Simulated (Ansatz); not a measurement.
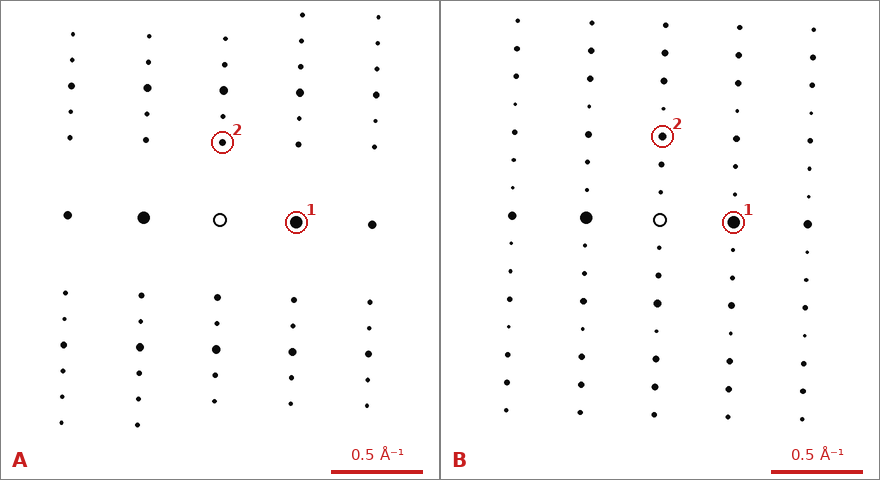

Kinematic electron diffraction patterns (120 kV, B = 0.5 Å², same scale) along [1-10] of the run's own cell, for the start and the end of one relaxation of Ge2Sb3 with DFT PBE, scalar-relativistic, plane waves, PAW (Ansatz). k mesh 12×12×6. The start is a generated model structure, and the relaxation ends in the nearest stationary point of its symmetry, not necessarily the ground state. Spot 1 is -1 -1 0 and spot 2 is 0 0 -3 in both.

Start structure:

```
CELL_PARAMETERS angstrom
4.87270 0.00000 0.00000
-2.43635 4.21988 0.00000
0.00000 0.00000 6.47568
ATOMIC_POSITIONS crystal
Ge 0.33333 0.66667 0.19909
Ge 0.66667 0.33333 0.80091
Sb 0.00000 0.00000 0.00000
Sb 0.33333 0.66667 0.64896
Sb 0.66667 0.33333 0.35104
```

> Which pattern belongs to the start structure, and which to the relaxed one?

B is the start: its cell gives d(1) = 2.436 Å, d(2) = 2.159 Å and an angle of 90.0°. A is the relaxed structure, with d(1) = 2.365 Å (-2.9 %), d(2) = 2.319 Å (+7.4 %) and 90.0°.

> Name reflections whose intensity changes strongly on relaxation.

0 0 2 fades out of sight; 0 0 5 goes from 7.7 to 24 % of the strongest spot; 1 1 5 goes from 5.6 to 16 % of the strongest spot.

> What did the relaxation do to the structure and the energy?

The volume changed by +1.3 % to 26.97 Å³ an atom; with the mean shift removed, the atoms moved by up to 0.17 Å relative to the cell (Sb most); the space group stayed P-3m1 (No. 164); the free energy fell by 3.5 meV an atom. Relaxed cell: a = 4.731 Å, b = 4.731 Å, c = 6.956 Å, α = 90.00°, β = 90.00°, γ = 120.00°.
